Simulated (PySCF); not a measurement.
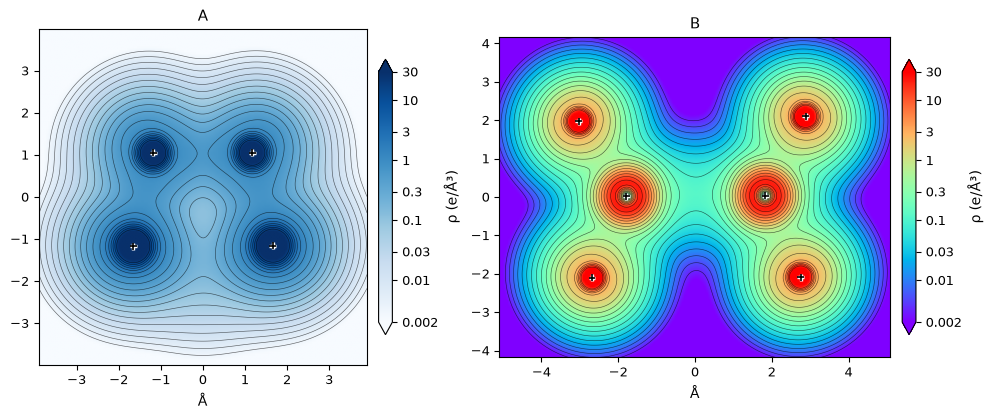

The total electron density of 2 systems, each on a plane through atoms (crosses mark nuclei in the plane).

Method: PBE0/def2-SVPD, SCF density, gas phase in PySCF.

System 1: Cl₆In₂ ((Cl2In-mu-Cl)2), the plane of atoms Cl6, In5 and Cl7. Geometry: PBE0-D3(BJ)/def2-SVP; core potentials replace the inner electrons of In.

```xyz
8

In    1.7526    0.2441    0.3370
Cl    2.7398   -1.5901    1.3447
Cl    2.8430    2.2308   -0.1361
Cl   -0.4230    0.7222    1.5308
In   -1.7592   -0.2539   -0.3798
Cl   -2.5377   -2.3326    0.2717
Cl   -2.8815    1.4844   -1.4158
Cl    0.4043   -0.5905   -1.6362
```

System 2: P₄Se₄ (P4Se4 realgar), the plane of atoms Se2, P3 and P7. Geometry: PBE0-D3(BJ)/def2-SVP.

```yaml
atoms:
  - { symbol: P, position_ang: [1.2400, -1.3013, -0.6193] }
  - { symbol: Se, position_ang: [1.8935, 0.7996, -1.1648] }
  - { symbol: P, position_ang: [0.1305, 1.8524, -0.2128] }
  - { symbol: Se, position_ang: [0.6616, 1.2056, 1.8923] }
  - { symbol: P, position_ang: [0.3555, -1.0112, 1.5437] }
  - { symbol: Se, position_ang: [-1.8669, -0.8137, 1.1395] }
  - { symbol: P, position_ang: [-1.6545, 0.4151, -0.7509] }
  - { symbol: Se, position_ang: [-0.6215, -1.2322, -1.9114] }
```

**Which map belongs to which system?**

Panel A is system 2, P₄Se₄: the plane holds Se and P. P–Se (2.26 Å): the density is about 0.74 e/Å³ at the midpoint. Panel B is system 1, Cl₆In₂: the plane holds In and Cl. In–Cl (2.31 Å): ρ is about 0.55 e/Å³ halfway.
